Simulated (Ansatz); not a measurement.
# What Nb2NF2 monolayer distorts into, part 2 of 3

Aim: this structure of Nb2NF2 monolayer is to be tested for unstable modes, and one is followed downhill.

Ansatz 0.2.0; DFT PBE, scalar-relativistic, plane waves, PAW.

So far, highest frequency on the path or at a solved wavevector (cm⁻¹): step 2 (response at finite wavevector) 643. Also lowest frequency on the path (cm⁻¹): step 2 -163.

## Step 5: Energy along the mode, all amplitudes (two of the runs are shown above)

An imaginary frequency means negative curvature, so the energy should fall and then rise again as anharmonic terms take over.

This step gave:

```
depth at the lowest point sampled  : 4.933 meV/atom
largest atomic shift at that point : 0.22 Å
```

The energy from the parent by largest atomic shift:

| largest atomic shift (Å) | energy from the parent (meV/atom) |
| --- | --- |
| 0.000 | 0 |
| 0.040 | -0.25 |
| 0.080 | -0.967 |
| 0.140 | -2.67 |
| 0.220 | -4.93 |
| 0.320 | -4.13 |
| 0.450 | 10.8 |

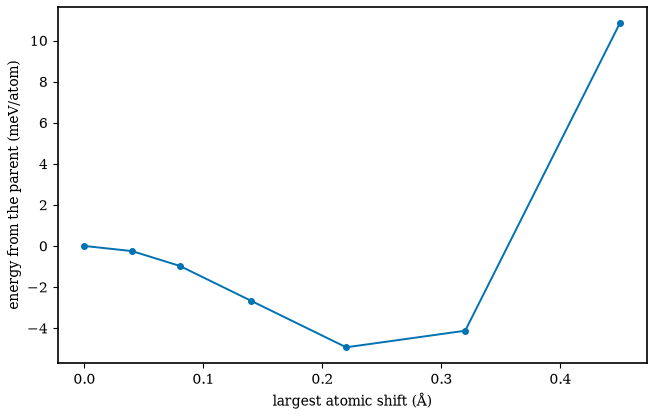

Energy from the parent, plotted against largest atomic shift.

Displacement at unit largest shift by atom:

| atom | x (Å) | y (Å) | z (Å) | size |
| --- | --- | --- | --- | --- |
| N1 | 0.00 | 0.00 | 1.00 | 1.00 |
| N2 | 0.00 | 0.00 | 0.00 | 0.00 |
| N3 | 0.00 | 0.00 | -1.00 | 1.00 |
| Nb4 | 0.15 | 0.27 | 0.00 | 0.31 |
| Nb5 | -0.31 | 0.00 | 0.00 | 0.31 |
| Nb6 | 0.15 | -0.27 | 0.00 | 0.31 |
| Nb7 | -0.15 | -0.27 | 0.00 | 0.31 |
| Nb8 | -0.15 | 0.27 | 0.00 | 0.31 |
| Nb9 | 0.31 | 0.00 | 0.00 | 0.31 |
| F10 | -0.09 | -0.15 | 0.00 | 0.17 |
| F11 | -0.09 | 0.15 | 0.00 | 0.17 |
| F12 | 0.17 | 0.00 | 0.00 | 0.17 |
| F13 | 0.09 | 0.15 | 0.00 | 0.17 |
| F14 | -0.17 | 0.00 | 0.00 | 0.17 |
| F15 | 0.09 | -0.15 | 0.00 | 0.17 |

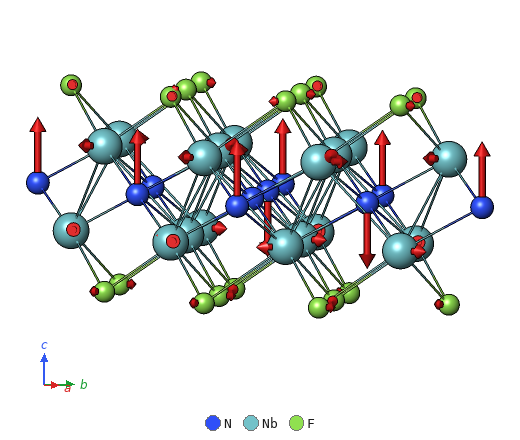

Displacement at unit largest shift as arrows, the longest 1 Å. 2×1×1 cells are drawn. Some periodic images of atoms are drawn too.

The lowest of the steps tried is at 0.22 Å, 4.93 meV/atom below the parent; the bottom of the well need not coincide with a step.

## Step 6: Relaxing from the distorted cell

Starting from the lowest point found, all atoms and the cell are let go, so that strain and other modes of the same symmetry can join in.

Input file input.yaml:

```yaml
crystal:
  lattice:
    - [-4.9103550853, -2.8349948303, 0.0]
    - [-4.9103550853, 2.8349948304, 0.0]
    - [0.0, 0.0, -33.2]
  atoms:
    - { symbol: "N", position: [0.6666666667, 0.6666672956, 0.6921686747] }
    - { symbol: "N", position: [0.3333333333, 0.3333333333, 0.6987951225] }
    - { symbol: "N", position: [1.0, -6.29e-07, 0.7054215045] }
    - { symbol: Nb, position: [0.3194498301, 0.0069416602, 0.6681710367] }
    - { symbol: Nb, position: [0.0069414084, 0.6736079973, 0.6681710342] }
    - { symbol: Nb, position: [0.6736082579, 0.3194505943, 0.6681710393] }
    - { symbol: Nb, position: [0.3472168365, 0.6597248237, 0.7294193247] }
    - { symbol: Nb, position: [-0.0069414084, 0.3472160723, 0.7294193221] }
    - { symbol: Nb, position: [0.6597250755, -0.0069411478, 0.7294193272] }
    - { symbol: F, position: [0.3410720878, 0.6627972385, 0.6284953346] }
    - { symbol: F, position: [-0.0038691859, 0.3410725362, 0.6284952156] }
    - { symbol: F, position: [0.6627973788, -0.003869915, 0.6284954536] }
    - { symbol: F, position: [0.3255945788, 0.0038693263, 0.7690950268] }
    - { symbol: F, position: [0.0038691859, 0.6705366836, 0.7690949078] }
    - { symbol: F, position: [0.6705359545, 0.3255941305, 0.7690951458] }
  periodic: [true, true, false]
kpoints:
  mp_grid: { grid: [9, 9, 1] }
hamiltonian:
  xc: pbe
scf:
  occupations: { method: methfessel_paxton, width: 0.15 }
output:
  forces: true
  stress: true
  eigenvalues: true
  write_density: true
  write_potential: true
  elf: true
  volumetric_format: npy
relax:
  adjacent_minimum: "off"
  f_tol: 0.002
  max_steps: 120
  cell: { stress_2d_tol: 0.005 }
```

On the command line:

```sh
ansatz run input.yaml --threads 8 --pin off --max-ram 14336MiB --backend cpu --events-out ev --progress --plain --runs-dir out
```

Numbers of over 12 decimals in the logs are rounded to 6 here.

Log:

```text
[...]
Crystal: 15 atoms, lattice volume = 924.343 Å³
Basis set: ecut = 420 eV, 18147 PW (Γ), exchange–correlation on 80×80×450 points (8 copies of the dense FFT grid, shifted against one another)
Bands: 83, of which v1, the nominal top of the filled ones, is band 68 counted from 1 (67 counted from 0)
Symmetry: 6 space group operations
[...]
k-points: 15 of 81
[...]
SCF iter   1: F=—  HF=-33325.640620 eV  |F-HF|=—  |Δ(HF+E_count)|=         —  Δρ=4.73e-3  dr2=1.22e-1  ethr=1.77e-3  ⟨swp⟩=11.3  Hψ=7680  notcnv=0
[...]
SCF iter   9: F=-33325.635024 eV  HF=-33325.635024 eV  |F-HF|=2.42e-9  |Δ(HF+E_count)|=   5.69e-8  S|Δr|=    0.00e0  Δρ=1.33e-7  dr2=1.24e-10  ethr=1.92e-12  ⟨swp⟩=11.9  Hψ=10938  notcnv=0
SCF 1 converged in 9 iterations: F = -33325.635024 eV  dr2 = 1.24e-10
[...]
relax step   1: F+E_penalty+E_count = -33325.63502382 eV  Δ(F+E_penalty+E_count) = +0.000e0 eV  max|allowed force component| = 3.551e-1 eV/Å  Δτ_max = 0.0000 Å  P = -1.144 N/m  Ω = 924.343 Å³  fix = [c, alpha, beta]  reactions: c -0.000 N/m  (9 SCF iters, dr2 threshold 1.00e-7 eV, accepted)
Crystal: 15 atoms, lattice volume = 899.828 Å³
Basis set: ecut = 420 eV, 17631 PW (Γ), exchange–correlation on 80×80×450 points (8 copies of the dense FFT grid, shifted against one another)
[...]
iter 1 solved again at ethr=8.40e-5 eV; its pass at ethr=3.10e-3 eV (dr2=1.13e-1 eV) is discarded
[...]
SCF iter   6: F=-33325.680322 eV  HF=-33325.680321 eV  |F-HF|=5.54e-7  |Δ(HF+E_count)|=   3.24e-6  S|Δr|=    0.00e0  Δρ=6.57e-6  dr2=3.23e-7  ethr=1.11e-9  ⟨swp⟩=31.5  Hψ=17273  notcnv=0
SCF 2 converged in 6 iterations: F = -33325.680322 eV  dr2 = 3.23e-7
[...]
relax step   2: F+E_penalty+E_count = -33325.68032161 eV  Δ(F+E_penalty+E_count) = -4.530e-2 eV  max|allowed force component| = 6.740e-1 eV/Å  Δτ_max = 0.0707 Å  P = +0.098 N/m  Ω = 899.828 Å³  energy of the carried Pulay correction = +1.661e-2 eV  fix = [c, alpha, beta]  reactions: c +0.000 N/m  (6 SCF iters, dr2 threshold 1.50e-6 eV, accepted)
Crystal: 15 atoms, lattice volume = 906.734 Å³
Basis set: ecut = 420 eV, 17751 PW (Γ), exchange–correlation on 80×80×450 points (8 copies of the dense FFT grid, shifted against one another)
[...]
SCF iter   5: F=-33325.739565 eV  HF=-33325.739564 eV  |F-HF|=3.71e-7  |Δ(HF+E_count)|=   1.65e-6  S|Δr|=    0.00e0  Δρ=1.57e-5  dr2=1.29e-6  ethr=1.11e-9  ⟨swp⟩=27.2  Hψ=18357  notcnv=0
SCF 3 converged in 5 iterations: F = -33325.739565 eV  dr2 = 1.29e-6
relax step   3: F+E_penalty+E_count = -33325.73956454 eV  Δ(F+E_penalty+E_count) = -5.924e-2 eV  max|allowed force component| = 4.815e-1 eV/Å  Δτ_max = 0.0315 Å  P = -0.219 N/m  Ω = 906.734 Å³  energy of the carried Pulay correction = +1.189e-2 eV  fix = [c, alpha, beta]  reactions: c -0.000 N/m  (5 SCF iters, dr2 threshold 1.50e-6 eV, accepted)
[... from here on, the SCF cycles and remarks between the steps are left out ...]
relax step   4: F+E_penalty+E_count = -33325.77856571 eV  Δ(F+E_penalty+E_count) = -3.900e-2 eV  max|allowed force component| = 3.685e-1 eV/Å  Δτ_max = 0.0735 Å  P = +0.149 N/m  Ω = 897.512 Å³  energy of the carried Pulay correction = +1.820e-2 eV  fix = [c, alpha, beta]  reactions: c +0.000 N/m  (6 SCF iters, dr2 threshold 1.50e-6 eV, accepted)
relax step   5: F+E_penalty+E_count = -33325.79954050 eV  Δ(F+E_penalty+E_count) = -2.097e-2 eV  max|allowed force component| = 8.608e-2 eV/Å  Δτ_max = 0.0255 Å  P = +0.499 N/m  Ω = 897.382 Å³  energy of the carried Pulay correction = +1.829e-2 eV  fix = [c, alpha, beta]  reactions: c +0.000 N/m  (6 SCF iters, dr2 threshold 1.50e-6 eV, accepted)
relax step   6: F+E_penalty+E_count = -33325.78683214 eV  Δ(F+E_penalty+E_count) = +1.271e-2 eV  max|allowed force component| = 1.377e-1 eV/Å  Δτ_max = 0.0221 Å  P = -1.227 N/m  Ω = 902.760 Å³  energy of the carried Pulay correction = +1.460e-2 eV  fix = [c, alpha, beta]  (6 SCF iters, dr2 threshold 4.63e-7 eV, rejected (line search))
relax step   7: F+E_penalty+E_count = -33325.80253763 eV  Δ(F+E_penalty+E_count) = -2.997e-3 eV  max|allowed force component| = 1.493e-2 eV/Å  Δτ_max = 0.0085 Å  P = -0.049 N/m  Ω = 898.750 Å³  energy of the carried Pulay correction = +1.735e-2 eV  fix = [c, alpha, beta]  reactions: c -0.000 N/m  (11 SCF iters, accepted)
relax step   8: F+E_penalty+E_count = -33325.80279885 eV  Δ(F+E_penalty+E_count) = -2.612e-4 eV  max|allowed force component| = 1.769e-2 eV/Å  Δτ_max = 0.0046 Å  P = -0.052 N/m  Ω = 898.738 Å³  energy of the carried Pulay correction = +1.736e-2 eV  fix = [c, alpha, beta]  reactions: c -0.000 N/m  (5 SCF iters, dr2 threshold 1.39e-8 eV, accepted)
relax step   9: F+E_penalty+E_count = -33325.80318921 eV  Δ(F+E_penalty+E_count) = -3.904e-4 eV  max|allowed force component| = 7.559e-3 eV/Å  Δτ_max = 0.0022 Å  P = +0.015 N/m  Ω = 898.290 Å³  energy of the carried Pulay correction = +1.767e-2 eV  fix = [c, alpha, beta]  reactions: c +0.000 N/m  (5 SCF iters, dr2 threshold 1.96e-8 eV, accepted)
relax step  10: F+E_penalty+E_count = -33325.80316195 eV  Δ(F+E_penalty+E_count) = +2.726e-5 eV  max|allowed force component| = 2.091e-3 eV/Å  Δτ_max = 0.0003 Å  P = +0.003 N/m  Ω = 898.342 Å³  energy of the carried Pulay correction = +1.763e-2 eV  fix = [c, alpha, beta]  reactions: c +0.000 N/m  (4 SCF iters, dr2 threshold 3.57e-9 eV, accepted)
relax step  11: F+E_penalty+E_count = -33325.80317919 eV  Δ(F+E_penalty+E_count) = -1.724e-5 eV  max|allowed force component| = 1.227e-3 eV/Å  Δτ_max = 0.0005 Å  P = +0.000 N/m  Ω = 898.317 Å³  energy of the carried Pulay correction = +1.765e-2 eV  fix = [c, alpha, beta]  reactions: c +0.000 N/m  (5 SCF iters, dr2 threshold 2.73e-10 eV, accepted)
relax step  12: F+E_penalty+E_count = -33325.78859673 eV  Δ(F+E_penalty+E_count) = +1.458e-2 eV  max|allowed force component| = 1.622e-3 eV/Å  Δτ_max = 0.0000 Å  P = -0.128 N/m  Ω = 898.317 Å³  fix = [c, alpha, beta]  reactions: c -0.000 N/m  stress off target by 1.28e-1 N/m on what of the cell is left free  SCF on the basis re-selected at this cell (its energy is not comparable with the rows above)  (8 SCF iters)
relax step  13: F+E_penalty+E_count = -33325.78951886 eV  Δ(F+E_penalty+E_count) = -9.221e-4 eV  max|allowed force component| = 2.258e-3 eV/Å  Δτ_max = 0.0017 Å  P = +0.029 N/m  Ω = 897.127 Å³  energy of the carried Pulay correction = +8.213e-4 eV  fix = [c, alpha, beta]  reactions: c +0.000 N/m  (5 SCF iters, dr2 threshold 1.92e-8 eV, accepted)
relax step  14: F+E_penalty+E_count = -33325.78937328 eV  Δ(F+E_penalty+E_count) = +1.456e-4 eV  max|allowed force component| = 4.393e-4 eV/Å  Δτ_max = 0.0006 Å  P = +0.002 N/m  Ω = 897.354 Å³  energy of the carried Pulay correction = +6.654e-4 eV  fix = [c, alpha, beta]  reactions: c +0.000 N/m  (5 SCF iters, dr2 threshold 9.95e-10 eV, accepted)
[...]
SCF iter   1: F=—  HF=-33325.788743 eV  |F-HF|=—  |Δ(HF+E_count)|=         —  Δρ=6.28e-6  dr2=9.55e-8  ethr=3.64e-7  ⟨swp⟩=7.3  Hψ=13974  notcnv=0
eigensolver tolerance schedule: the retry pair's looser diagonalisation over-reported the residual by 5152.09 of it (diagonalisation noise at 1.54 of the residual, at the tolerance the schedule requests for it); recorded, not acted on — ethr = c·dr2/N_el stays at c = 1.0e-1
[...]
SCF iter   2: F=—  HF=-33325.788779 eV  |F-HF|=—  |Δ(HF+E_count)|=   3.63e-5  S|Δr|=    0.00e0  Δρ=7.82e-6  dr2=3.06e-7  ethr=7.07e-11  ⟨swp⟩=6.7  Hψ=5699  notcnv=0
[...]
SCF iter   7: F=-33325.788779 eV  HF=-33325.788779 eV  |F-HF|=4.73e-10  |Δ(HF+E_count)|=  1.75e-10  S|Δr|=    0.00e0  Δρ=1.11e-8  dr2=6.21e-13  ethr=1.00e-12  ⟨swp⟩=12.7  Hψ=9391  notcnv=0
SCF 15 converged in 7 iterations: F = -33325.788779 eV  dr2 = 6.21e-13
relax step  15: F+E_penalty+E_count = -33325.78877931 eV  Δ(F+E_penalty+E_count) = +5.940e-4 eV  max|allowed force component| = 4.441e-4 eV/Å  Δτ_max = 0.0000 Å  P = -0.002 N/m  Ω = 897.354 Å³  fix = [c, alpha, beta]  reactions: c -0.000 N/m  stress off target by 1.55e-3 N/m on what of the cell is left free  SCF on the basis re-selected at this cell (its energy is not comparable with the rows above)  (7 SCF iters)
[...]
WARN: The output density's exchange-correlation potential varies sharply where the density is thin. Do not read a vacuum level from v_tot or v_xc, or from such a field of the output density. On a cell that repeats whose density bears no net charge and no dipole along the vacuum's axis use v_es (v_loc + v_h of the components); under efield.dipole_correction with no amplitude use v_es + v_field, which holds any externa [...]
SCF converged after 7 iterations
[...]
Free energy (F): -33325.788779 eV
[...]
Internal energy: -33325.791394 eV  (E = F + TS)
E sigma→0 (E₀):  -33325.789433 eV
Entropy (-TS):   0.002614 eV (0.174 meV/atom)
Fermi energy:    -4.046891 eV
[...]
--- Forces (eV/Å), atoms counted from 1 ---
  atom   1  N      0.00000000    -0.00000000    -0.00032001
  atom   2  N     -0.00000000     0.00000000     0.00000000
  atom   3  N     -0.00000000     0.00000000     0.00032001
  atom   4  Nb     0.00010583     0.00044407     0.00004757
  atom   5  Nb    -0.00043750    -0.00013038     0.00004757
  atom   6  Nb     0.00033166    -0.00031369     0.00004757
  atom   7  Nb    -0.00010583    -0.00044407    -0.00004757
  atom   8  Nb    -0.00033166     0.00031369    -0.00004757
  atom   9  Nb     0.00043750     0.00013038    -0.00004757
  atom  10  F      0.00039100     0.00012939     0.00001113
  atom  11  F     -0.00008344    -0.00040331     0.00001113
  atom  12  F     -0.00030756     0.00027392     0.00001113
  atom  13  F     -0.00039100    -0.00012939    -0.00001113
  atom  14  F      0.00030756    -0.00027392    -0.00001113
  atom  15  F      0.00008344     0.00040331    -0.00001113
  max |Σ_I F_I| component: 2.06e-18 eV/Å
--- 2D stress c σ (N/m, compression-positive) ---
       -0.001553      -0.000000      -0.000000
        0.000000      -0.001553       0.000000
       -0.000000       0.000000      -0.000000
  P = ½ c Tr σ = -0.0016 N/m
--- Band table (eV; the first three rows and the last of 15) ---
  k-point 0: bands = [... 64 lower, -5.6028, -5.4165, -5.4165, -5.3953, -4.5815, -3.8736, -3.0107, -2.9360, ... 11 higher]
  k-point 1: bands = [... 64 lower, -5.8388, -5.2112, -5.0392, -4.8385, -4.5304, -3.7076, -3.0438, -2.9826, ... 11 higher]
  k-point 2: bands = [... 64 lower, -5.8127, -4.9211, -4.6118, -4.5609, -4.0034, -3.4848, -3.0280, -3.0019, ... 11 higher]
  k-point 14: bands = [... 64 lower, -4.9559, -4.8280, -4.2972, -4.2972, -4.0755, -2.9724, -2.9724, -2.9496, ... 11 higher]
  ° read free of the cell's end (the report's vacuum.weakly_bound_levels)
--- Relaxed structure (13 steps of the walk, 12 accepted, 2 SCFs on fresh bases) ---
  F+E_penalty+E_count = -33325.78877931 eV   max|allowed force component| = 4.441e-4 eV/Å   (the final SCF, on the basis selected at the relaxed cell)
  cell:  # Å, volume = 897.3536 Å³
    - [-4.838136, -2.793299, 0]
    - [-4.838136, 2.793299, 0]
    - [0, 0, -33.2]
  atoms:
    - { symbol: N, position: [0.666667, 0.666667, 0.688169] }
    - { symbol: N, position: [0.333333, 0.333333, 0.698795] }
    - { symbol: N, position: [1.0, 0, 0.709421] }
    - { symbol: Nb, position: [0.306392, 0.010687, 0.667112] }
    - { symbol: Nb, position: [0.010687, 0.682921, 0.667112] }
    - { symbol: Nb, position: [0.682921, 0.306392, 0.667112] }
    - { symbol: Nb, position: [0.360275, 0.655980, 0.730478] }
    - { symbol: Nb, position: [-0.016255, 0.360275, 0.730478] }
    - { symbol: Nb, position: [0.655980, -0.016255, 0.730478] }
    - { symbol: F, position: [0.347187, 0.650470, 0.627056] }
    - { symbol: F, position: [0.002343, 0.347187, 0.627056] }
    - { symbol: F, position: [0.650470, 0.002343, 0.627056] }
    - { symbol: F, position: [0.319479, 0.016197, 0.770534] }
    - { symbol: F, position: [0.016197, 0.664324, 0.770534] }
    - { symbol: F, position: [0.664324, 0.319479, 0.770534] }
```

Elapsed: 3.6 min, on 8 threads of Arm Neoverse V1, shared host; peak memory 3.6 GiB.

[end of part 2 of 3]

[Logs are printed without paths, hosts, clocks, repeated set-up lines and the standing remarks that a program may print on its own settings, such as how far it seeks lower states.]

[Hosts, paths, dates, database ids (printed as entryN), source tags and the programs' standing remarks are cut or masked in the printed files.]
